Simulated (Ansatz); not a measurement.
CH$_{3}$BBrF: geometry relaxation

- system: CH$_{3}$BBrF
- method: RKS PBE0/def2-SVP (Ansatz 0.2.0)

It belongs to a series of runs on one base structure; here: end point B relaxed.

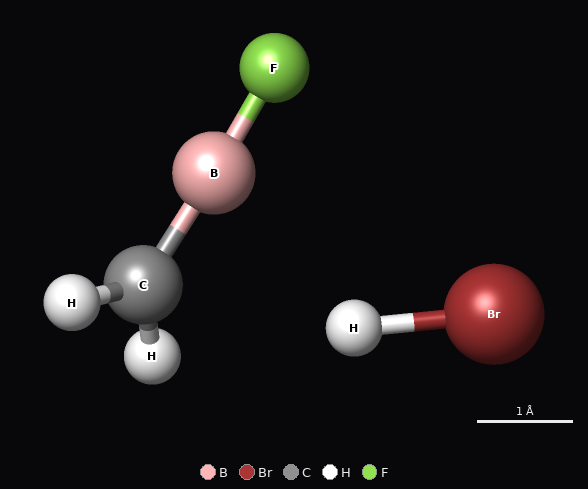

*The input geometry (ball-and-stick view, seen on its broad side).*

### Summary

- outcome: converged
- total energy: −74500.2592 eV
- mean-field energy: −74500.2592 eV
- largest force (length of the vector) at the end: 0.029 eV/Å
- hardware: 2 threads of Arm Neoverse N1, 16 GiB of memory available, shared host
- wall time: 44 s (CPU time 84 s)
- peak memory: 0.19 GiB

### The input
```yaml
crystal:
  periodic: [false, false, false]
  atoms:
    - { symbol: B, position_ang: [-0.819768, 0.542908, 0.140717] }
    - { symbol: Br, position_ang: [2.35346, 1.154128, -0.727206] }
    - { symbol: C, position_ang: [-0.682822, -0.842585, 0.171717] }
    - { symbol: H, position_ang: [1.436632, 0.162751, -0.112565] }
    - { symbol: F, position_ang: [-0.982189, 1.809359, 0.155664] }
    - { symbol: H, position_ang: [-0.509029, -1.427645, -0.734924] }
    - { symbol: H, position_ang: [-0.796383, -1.398916, 1.106597] }
basis:
  gaussian: { orbitals: def2-SVP }
hamiltonian:
  xc: pbe0
relax:
  f_tol: 0.03
  max_steps: 50
output:
  orbitals: {}
```

Launch command:
```bash
ansatz run input.yaml --threads 2 --pin off --max-ram 3072MiB --backend cpu --events-out ev --progress --plain --runs-dir out
```

### What the program printed
```
The last accepted step is kept in [file] (removed where the run ends without a failure and the disk answers)
Engine: ansatz 0.2.0, aarch64-unknown-linux-gnu
Functional definition: PBE0
  parameter a = 0.25
  parameter kappa = 0.804
  parameter beta = 0.06672455060314922
  exchange = (1 - a)*pbe_x(kappa = kappa, mu = beta*pi^2/3) + a*exact_x
  correlation = pbe_c(beta = beta)
959 factors; integrals over basis functions are off by at most 4.6e-4 eV
mean field evaluation 1: about -74494.5858 eV, gradient 4.8e1 eV
mean field evaluation 2: about -74489.6938 eV, gradient 6.0e1 eV
mean field evaluation 4: about -74500.1183 eV, gradient 3.6e0 eV
mean field evaluation 8: about -74500.1742 eV, gradient 6.2e-2 eV
mean field evaluation 16: about -74500.1742 eV, gradient 1.2e-5 eV
mean field -74500.17420474 eV, -2737.8309039925 hartree, gradient 1.2e-5 eV, S^2 0.000000; 0 other end points of the search recorded, 0 dependent functions left out
the calculation of the forces begins
reference -74500.17422903 eV, -2737.8309048851 hartree; 29, 29 occupied and 60, 60 virtual orbitals, 959 factors
relax step   1: F+E_penalty+E_count = -74500.17420474 eV  Δ(F+E_penalty+E_count) = +0.000e0 eV  max|allowed force component| = 4.821e-1 eV/Å  Δτ_max = 0.0000 Å  (27 SCF iters, accepted)
these checks for a lower state are left out or cut short: starts, cluster_reference, orbital_swaps, neighbouring_geometries, increment
959 factors; integrals over basis functions are off by at most 3.9e-4 eV
mean field -74500.11874489 eV, -2737.8288658804 hartree, gradient 1.3e-5 eV, S^2 0.000000; 0 other end points of the search recorded, 0 dependent functions left out
[... from here on the field's lines of each further geometry are left out, up to the last ...]
relax step   2: F+E_penalty+E_count = -74500.11874489 eV  Δ(F+E_penalty+E_count) = +5.546e-2 eV  max|allowed force component| = 7.363e-1 eV/Å  Δτ_max = 0.1949 Å  (29 SCF iters, rejected (line search))
relax step   3: F+E_penalty+E_count = -74500.18573959 eV  Δ(F+E_penalty+E_count) = -1.153e-2 eV  max|allowed force component| = 2.676e-1 eV/Å  Δτ_max = 0.0952 Å  (29 SCF iters, accepted)
relax step   4: F+E_penalty+E_count = -74500.20740585 eV  Δ(F+E_penalty+E_count) = -2.167e-2 eV  max|allowed force component| = 1.925e-1 eV/Å  Δτ_max = 0.1000 Å  (30 SCF iters, accepted)
relax step   5: F+E_penalty+E_count = -74500.22497793 eV  Δ(F+E_penalty+E_count) = -1.757e-2 eV  max|allowed force component| = 3.384e-1 eV/Å  Δτ_max = 0.1443 Å  (31 SCF iters, accepted)
relax step   6: F+E_penalty+E_count = -74500.24567994 eV  Δ(F+E_penalty+E_count) = -2.070e-2 eV  max|allowed force component| = 4.346e-1 eV/Å  Δτ_max = 0.1999 Å  (30 SCF iters, accepted)
relax step   7: F+E_penalty+E_count = -74500.25599107 eV  Δ(F+E_penalty+E_count) = -1.031e-2 eV  max|allowed force component| = 1.651e-1 eV/Å  Δτ_max = 0.1274 Å  (31 SCF iters, accepted)
relax step   8: F+E_penalty+E_count = -74500.24996444 eV  Δ(F+E_penalty+E_count) = +6.027e-3 eV  max|allowed force component| = 4.269e-1 eV/Å  Δτ_max = 0.1738 Å  (30 SCF iters, rejected (line search))
relax step   9: F+E_penalty+E_count = -74500.25769130 eV  Δ(F+E_penalty+E_count) = -1.700e-3 eV  max|allowed force component| = 7.830e-2 eV/Å  Δτ_max = 0.0424 Å  (32 SCF iters, accepted)
relax step  10: F+E_penalty+E_count = -74500.25874463 eV  Δ(F+E_penalty+E_count) = -1.053e-3 eV  max|allowed force component| = 7.149e-2 eV/Å  Δτ_max = 0.0979 Å  (30 SCF iters, accepted)
relax step  11: F+E_penalty+E_count = -74500.25767238 eV  Δ(F+E_penalty+E_count) = +1.072e-3 eV  max|allowed force component| = 7.052e-2 eV/Å  Δτ_max = 0.0289 Å  (31 SCF iters, rejected (line search))
the calculation of the forces begins
reference -74500.25923083 eV, -2737.8340286435 hartree; 29, 29 occupied and 60, 60 virtual orbitals, 959 factors
relax step  12: F+E_penalty+E_count = -74500.25920614 eV  Δ(F+E_penalty+E_count) = -4.615e-4 eV  max|allowed force component| = 2.415e-2 eV/Å  Δτ_max = 0.0139 Å  (32 SCF iters, accepted)
959 factors; integrals over basis functions are off by at most 2.9e-4 eV
mean field evaluation 96: about -74494.9456 eV, gradient 4.7e1 eV
```

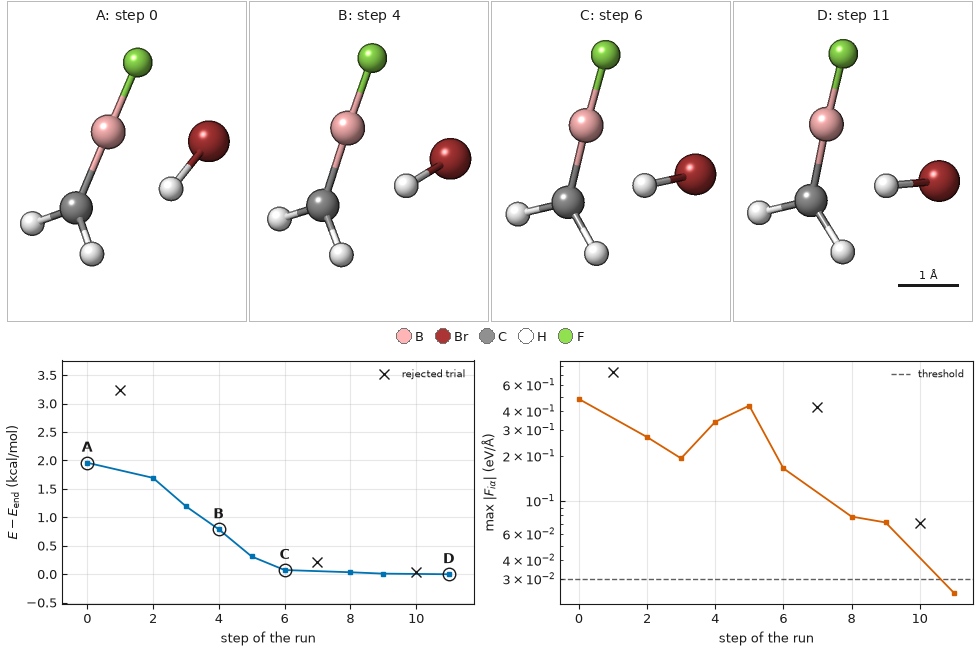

*Frames of the relaxation (ball-and-stick view, seen at a tilt) above the curves, on which the letters mark them (the first geometry is step 0 here and step 1 in the log).*

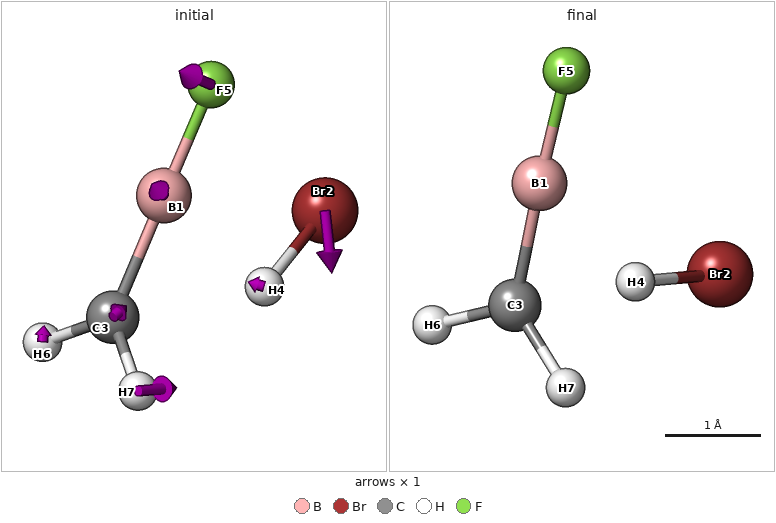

*Before (left) and after (right) the relaxation, at one scale (ball-and-stick view, seen at a tilt). The pink arrows give the displacements, at true length.*

The largest move after the best rigid fit is that of Br2, 0.68 Å. Largest moves by element: Br 0.68 Å, H 0.63 Å, F 0.60 Å, B 0.30 Å, C 0.24 Å. Among the contacts that change: Br2–H4 1.484 → 1.467 Å. The energy falls by 1.96 kcal/mol in 11 geometry steps. Largest force component: 0.48 eV/Å at the start, 0.024 eV/Å at the end. The line search rejected the trial steps at points 1, 7, 10 (counted from 0) and went back. (Atoms are counted from 1 in the order of the input.)

```
mean field -74500.25920614 eV, -2737.8340277362 hartree, gradient 1.1e-5 eV, S^2 0.000000; 1 other end points of the search recorded, 0 dependent functions left out
the calculation of the forces begins
reference -74500.25923083 eV, -2737.8340286435 hartree; 29, 29 occupied and 60, 60 virtual orbitals, 959 factors
Total energy: -74500.25923083 eV, -2737.8340286435 hartree
Atom 0 at    -1.105858     0.604727     0.178654 Å, force     0.009653    -0.011609     0.012689 eV/Å
Atom 1 at     2.674432     0.580412    -0.511797 Å, force    -0.023926    -0.011550     0.005200 eV/Å
Atom 2 at    -0.532130    -0.662007     0.122008 Å, force    -0.003477     0.000862    -0.002952 eV/Å
Atom 3 at     1.308552     0.118592    -0.243374 Å, force     0.024153     0.015293    -0.005910 eV/Å
Atom 4 at    -1.567007     1.793186     0.220919 Å, force    -0.002718     0.002645    -0.005447 eV/Å
Atom 5 at    -0.556536    -1.251851    -0.798679 Å, force     0.000599    -0.000507     0.002608 eV/Å
Atom 6 at    -0.221553    -1.183059     1.032269 Å, force    -0.004284     0.004865    -0.006187 eV/Å
Dipole moment:    -0.650275    -0.044161     0.119980 e Å
```

### Trajectory as extended XYZ (Å, eV, eV/Å), 12 frames, from step=1 to step=12
```
7
Properties=species:S:1:pos:R:3:forces:R:3 step=1 energy=-74500.17421
B    -0.8198    0.5429    0.1407   -0.1914  -0.1034   0.0566
Br    2.3535    1.1541   -0.7272   -0.3055  -0.4821   0.2814
C    -0.6828   -0.8426    0.1717    0.1678   0.1213  -0.0155
H     1.4366    0.1628   -0.1126    0.2934   0.4534  -0.3035
F    -0.9822    1.8094    0.1557    0.0354  -0.0088  -0.0096
H    -0.5090   -1.4276   -0.7349   -0.0055   0.0061  -0.0004
H    -0.7964   -1.3989    1.1066    0.0059   0.0135  -0.0089
7
Properties=species:S:1:pos:R:3:forces:R:3 step=2 energy=-74500.11874 accepted=F
B    -0.8415    0.5725    0.1595   -0.4276   0.0891   0.0301
Br    2.4046    1.0418   -0.7151    0.0619  -0.0406   0.0075
C    -0.5008   -0.7912    0.1929   -0.7363  -0.0572  -0.1778
H     1.4313    0.1156   -0.1408   -0.0370   0.0230  -0.0165
F    -1.1764    1.8167    0.1701    0.4431  -0.6588   0.0144
H    -0.5212   -1.3745   -0.7521    0.2953   0.3376   0.4033
H    -0.7961   -1.3809    1.0855    0.4007   0.3070  -0.2611
7
Properties=species:S:1:pos:R:3:forces:R:3 step=3 energy=-74500.18574
B    -0.8344    0.5561    0.1495   -0.2676   0.0010   0.0428
Br    2.3838    1.0845   -0.7115   -0.0450  -0.1490   0.0775
C    -0.5916   -0.8175    0.1815   -0.2108  -0.0266  -0.1132
H     1.4109    0.1536   -0.1341    0.0592   0.1203  -0.0890
F    -1.0730    1.8135    0.1620    0.1698  -0.1951  -0.0002
H    -0.5132   -1.4008   -0.7481    0.1173   0.1396   0.2013
H    -0.7826   -1.3894    1.1007    0.1772   0.1097  -0.1192
7
Properties=species:S:1:pos:R:3:forces:R:3 step=4 energy=-74500.20741
B    -0.8868    0.5814    0.1541   -0.1925  -0.1559   0.0372
Br    2.3908    0.9860   -0.7003    0.0413  -0.0935   0.0367
C    -0.5771   -0.7765    0.1708   -0.0716  -0.0768  -0.0270
H     1.3822    0.0883   -0.1338   -0.0124   0.1267  -0.0559
F    -1.1714    1.8236    0.1767    0.1001   0.0610  -0.0036
H    -0.4457   -1.3415   -0.7599    0.0434   0.0654   0.1098
H    -0.6921   -1.3612    1.0924    0.0916   0.0730  -0.0972
7
Properties=species:S:1:pos:R:3:forces:R:3 step=5 energy=-74500.22498
B    -0.9381    0.5814    0.1608   -0.0918  -0.1890   0.0473
Br    2.4953    0.8879   -0.6828   -0.3384  -0.2374   0.1640
C    -0.6039   -0.7695    0.1640    0.1188  -0.1040   0.0847
H     1.3129    0.1550   -0.1670    0.3200   0.2066  -0.1359
F    -1.2302    1.8206    0.1926    0.0105   0.1296  -0.0192
H    -0.4190   -1.3211   -0.7648   -0.0535   0.0390   0.0868
H    -0.6171   -1.3543    1.0973    0.0344   0.1552  -0.2277
7
Properties=species:S:1:pos:R:3:forces:R:3 step=6 energy=-74500.24568
B    -1.0010    0.5881    0.1619   -0.2197   0.4346   0.0765
Br    2.5366    0.7333   -0.6126    0.1694   0.0725  -0.0342
C    -0.5481   -0.7224    0.1456    0.0200  -0.1988  -0.0874
H     1.2706    0.1537   -0.1732   -0.0921  -0.0838   0.0223
F    -1.3595    1.8166    0.1975    0.0839  -0.2388  -0.0336
H    -0.4689   -1.2809   -0.7936    0.0033   0.0140   0.0793
H    -0.4298   -1.2884    1.0743    0.0352   0.0002  -0.0230
7
Properties=species:S:1:pos:R:3:forces:R:3 step=7 energy=-74500.25599
B    -1.0518    0.5973    0.1749    0.0422  -0.1651  -0.0400
Br    2.5990    0.6737   -0.5509    0.0440   0.0093  -0.0019
C    -0.5421   -0.6980    0.1330   -0.0338   0.1033   0.0281
H     1.2800    0.1292   -0.2142   -0.0119  -0.0116  -0.0002
F    -1.4447    1.8079    0.1996   -0.0480   0.1156   0.0183
H    -0.5265   -1.2711   -0.7972   -0.0106  -0.0232  -0.0133
H    -0.3140   -1.2390    1.0548    0.0182  -0.0283   0.0091
7
Properties=species:S:1:pos:R:3:forces:R:3 step=8 energy=-74500.24996 accepted=F
B    -1.1168    0.5987    0.1851    0.0508   0.1050  -0.0630
Br    2.6904    0.5874   -0.4697   -0.3087  -0.1100   0.0414
C    -0.5333   -0.6614    0.1138    0.1900  -0.3299   0.3026
H     1.3021    0.1126   -0.2613    0.2706   0.1097  -0.0435
F    -1.5638    1.7925    0.2071   -0.0505   0.0103   0.0383
H    -0.6201   -1.2630   -0.8006    0.0333   0.0384   0.1511
H    -0.1585   -1.1669    1.0256   -0.1855   0.1766  -0.4269
7
Properties=species:S:1:pos:R:3:forces:R:3 step=9 energy=-74500.25769
B    -1.0690    0.5997    0.1754    0.0104  -0.0644  -0.0131
Br    2.6232    0.6430   -0.5402    0.0321   0.0046  -0.0006
C    -0.5371   -0.6851    0.1296   -0.0145   0.0241   0.0088
H     1.2895    0.1241   -0.2222   -0.0088  -0.0038  -0.0014
F    -1.4861    1.8028    0.2071   -0.0319   0.0783   0.0072
H    -0.5343   -1.2632   -0.7980   -0.0039  -0.0188  -0.0120
H    -0.2862   -1.2214    1.0483    0.0167  -0.0201   0.0111
7
Properties=species:S:1:pos:R:3:forces:R:3 step=10 energy=-74500.25874
B    -1.1086    0.6044    0.1786    0.0193  -0.0114   0.0214
Br    2.6764    0.5679   -0.5067   -0.0674  -0.0180   0.0105
C    -0.5353   -0.6634    0.1226    0.0246   0.0162   0.0350
H     1.2992    0.1282   -0.2469    0.0693   0.0163  -0.0090
F    -1.5690    1.7940    0.2209    0.0034  -0.0383  -0.0081
H    -0.5531   -1.2501   -0.8007   -0.0087  -0.0024   0.0217
H    -0.2097   -1.1810    1.0322   -0.0404   0.0376  -0.0715
7
Properties=species:S:1:pos:R:3:forces:R:3 step=11 energy=-74500.25767 accepted=F
B    -1.1046    0.6050    0.1782    0.0047  -0.0450   0.0095
Br    2.6895    0.5835   -0.5115   -0.0501  -0.0142   0.0117
C    -0.5214   -0.6582    0.1180   -0.0705  -0.0455   0.0369
H     1.3202    0.1275   -0.2442    0.0392   0.0026  -0.0139
F    -1.5746    1.7896    0.2217    0.0148   0.0209  -0.0071
H    -0.5791   -1.2605   -0.7941    0.0404   0.0350   0.0031
H    -0.2301   -1.1869    1.0319    0.0215   0.0462  -0.0403
7
Properties=species:S:1:pos:R:3:forces:R:3 step=12 energy=-74500.25921
B    -1.1059    0.6047    0.1787    0.0097  -0.0116   0.0127
Br    2.6744    0.5804   -0.5118   -0.0239  -0.0115   0.0052
C    -0.5321   -0.6620    0.1220   -0.0035   0.0009  -0.0030
H     1.3086    0.1186   -0.2434    0.0242   0.0153  -0.0059
F    -1.5670    1.7932    0.2209   -0.0027   0.0026  -0.0054
H    -0.5565   -1.2519   -0.7987    0.0006  -0.0005   0.0026
H    -0.2216   -1.1831    1.0323   -0.0043   0.0049  -0.0062
```

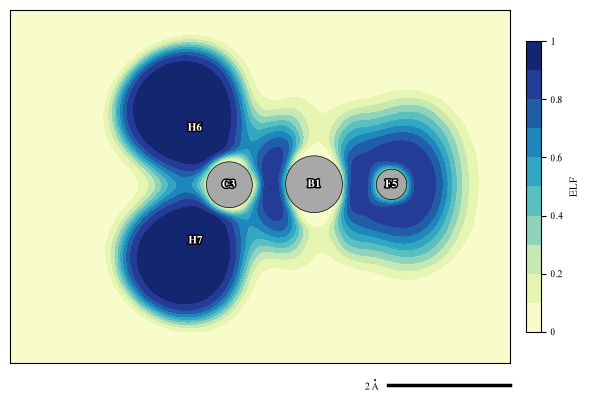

*ELF on the plane of atoms B1, C3 and H6. Grey discs, where drawn, cover atomic cores.*

Atoms in the plane: B, C, F and H. B–F (1.28 Å): the ELF peaks at about 0.90 between the atoms, which marks a shared but strongly polarised pair.

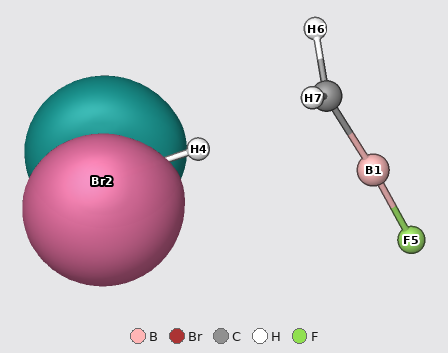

*The HOMO−1 at ±0.15 Å⁻³ᐟ² (teal and pink are the two phases), seen at a tilt.*

Its energy is −7.74 eV.

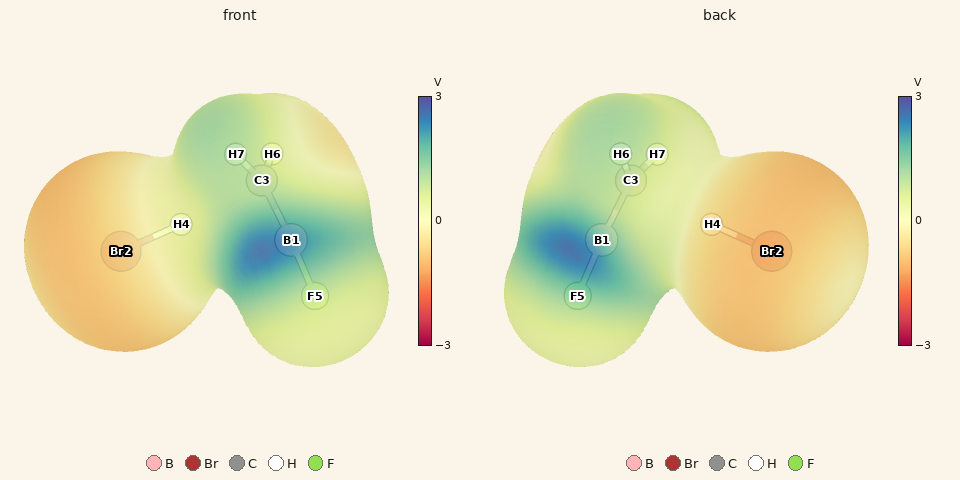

*The molecular electrostatic potential painted on the density surface at 0.002 e/bohr³, seen at a tilt and from behind; the colour scale runs from red (negative) to blue (positive).*
